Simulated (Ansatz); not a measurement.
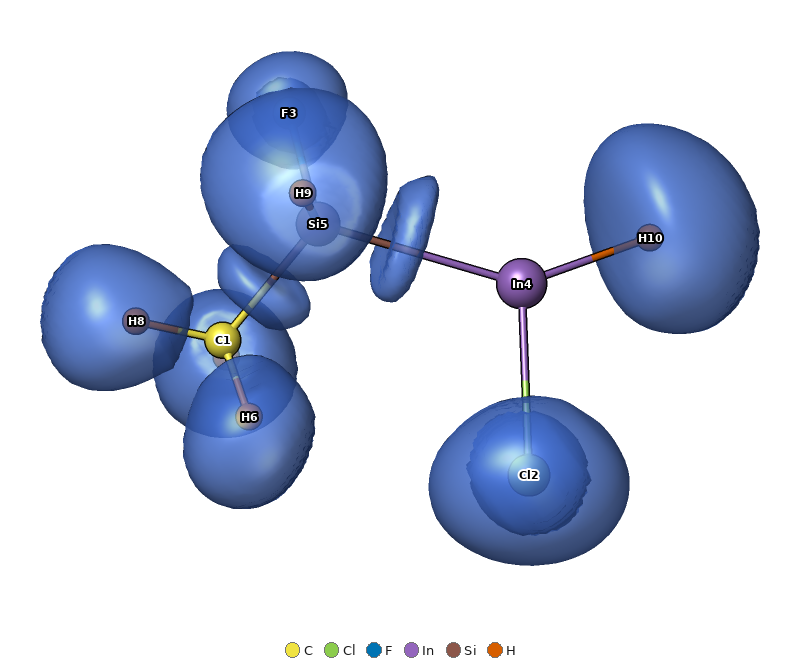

Figure. CH$_{5}$ClFInSi. Isosurface of the ELF at 0.8 (blue), seen across its widest extent. Core shells and regions of very low density are left out.

Geometry: PBE0-D3(BJ)/def2-SVP; core potentials replace the inner electrons of In.

These are results of isolated molecule in a Gaussian basis; Kohn-Sham density functional theory, functional PBE0 in Ansatz, not measurements.

The calculation's input:

```
crystal:
  periodic: [false, false, false]
  atoms:
    - symbol: C
      position_ang: [-1.139915, -0.406440, -0.797722]
    - symbol: Cl
      position_ang: [1.679090, 1.684415, 1.278133]
    - symbol: F
      position_ang: [-2.431280, 1.791145, -2.112862]
    - symbol: In
      position_ang: [0.312538, 2.897505, -0.260024]
    - symbol: Si
      position_ang: [-1.708649, 1.366481, -0.707010]
    - symbol: H
      position_ang: [-0.562364, -0.643054, 0.110468]
    - symbol: H
      position_ang: [-0.485855, -0.571657, -1.667058]
    - symbol: H
      position_ang: [-1.994500, -1.096998, -0.866893]
    - symbol: H
      position_ang: [-2.724224, 1.544864, 0.375369]
    - symbol: H
      position_ang: [1.015279, 4.419431, -0.650410]
basis:
  gaussian: {orbitals: def2-SVPD}
hamiltonian: {xc: pbe0}
output: {forces: true, orbitals: {seedname: orbitals}}
```

Launched as:

```sh
ansatz run input.yaml --threads 2 --pin off --max-ram 4350MiB --events-out events.jsonl --progress --plain --runs-dir runs
```

### Where are the electrons localised?

The surface consists of one region between bonded C–Si atoms (shared pairs), one region between bonded In–Si atoms (shared pairs), five regions around hydrogen nuclei, one region wrapped around Cl (its valence shell) and one region wrapped around F (its valence shell). Along the contacts the grid gives the following. Si–F (1.64 Å): the ELF peaks at about 0.85 in the valence shell of F, 0.6 Å from its nucleus, and is about 0.50 at the midpoint. C–Si (1.86 Å): the ELF peaks at about 0.95 between the atoms; a shared electron pair.
